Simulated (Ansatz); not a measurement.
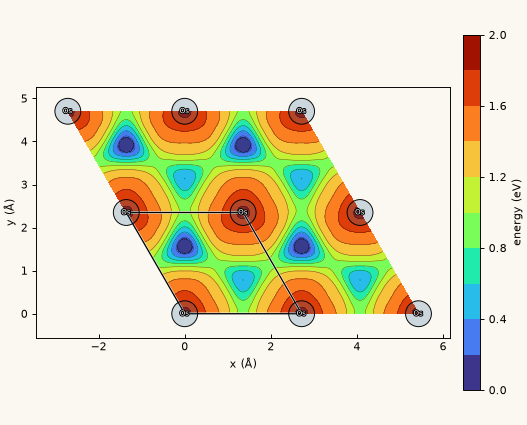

C on an Os(001) slab cut from the P6_3/mmc phase, its upper half relaxed before the scan (4 atoms of substrate and one adsorbate in a 1 × 1 cell). 
- C is moved over the surface cell; relaxed at each place: the height of the adsorbate's atoms; substrate rigid; the origin of the map has the adsorbate above Os4.
- Places are given modulo a cell vector. The map is drawn in real space over the plane of the surface.
- The scan uses a 6 × 6 grid; 10 points were computed and 26 follow by symmetry.
- Energies are in eV, from the lowest grid point.
- With one adsorbate in each 1 × 1 cell, its nearest image is 2.7 Å away, so neighbouring adsorbates interact.
- This map comes from Ansatz 0.2.0, DFT LDA, scalar-relativistic, plane waves, PAW. Settings: cutoff 420 eV, k-mesh 12×12×1, gaussian smearing 0.1 eV, no spin polarisation.

Drawn: filled contours, labelled circles for the atoms of the top layer and small ones for the second layer, the outline of one cell of the 2 × 2 shown. Between grid points the surface is interpolated.

The lowest grid point is at a threefold hollow over a second-layer Os atom, (2/6, 4/6) of the cell vectors. A higher local minimum lies near a threefold hollow, (4/6, 2/6) of the cell vectors (0.40 eV above the lowest at that grid point). The highest grid point, the top site over a surface Os atom, (0/6, 0/6) of the cell vectors, lies 1.83 eV above the lowest. On the interpolated surface the easiest way out of the lowest well to the well at a threefold hollow, (4/6, 2/6) of the cell vectors passes a barrier of about 0.95 eV. At the lowest point the adsorbate has 3 Os at 1.96 Å as nearest neighbours, at the highest 1 Os at 1.78 Å. Its relaxed height above the top atom is 1.17 Å at the lowest and 1.78 Å at the highest point.

The system is changed to C on a Mg(001) slab cut from the P6_3/mmc phase, its upper half relaxed before the scan (4 atoms of substrate and one adsorbate in a 1 × 1 cell); with it change k-mesh 9×9×1 (before 12×12×1). With one adsorbate in each 1 × 1 cell, its nearest image is 3.1 Å away, so neighbouring adsorbates interact.

What does this change do to the map?

Answer. The lowest place stays at a threefold hollow over a second-layer Mg atom, (2/6, 4/6) of the cell vectors. The span from the lowest to the highest grid point shrinks from 1.83 to 1.70 eV. The easiest pass out of the lowest well goes from about 0.95 to about 0.51 eV on the interpolated surfaces. Higher wells of the new map: a threefold hollow, (4/6, 2/6) of the cell vectors, 0.09 eV up (that grid point lay 0.40 eV up before). In the new map: at the lowest point the adsorbate has 3 Mg at 2.10 Å as nearest neighbours, at the highest 1 Mg at 2.12 Å. Its relaxed height above the top atom is 1.05 Å at the lowest and 2.12 Å at the highest point.

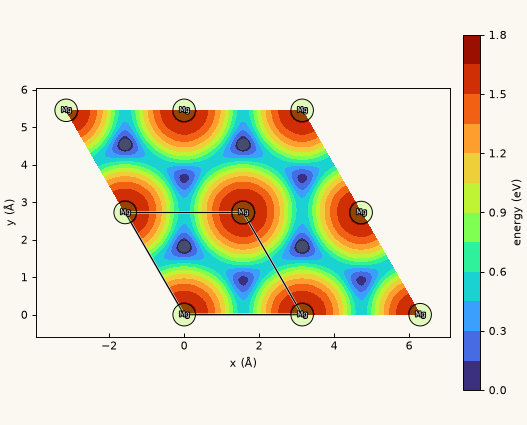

The map after the change, on a colour scale of its own. In the figure: filled contours, labelled circles for the atoms of the top layer and small ones for the second layer, the outline of one cell of the 2 × 2 shown. Between grid points the surface is interpolated.
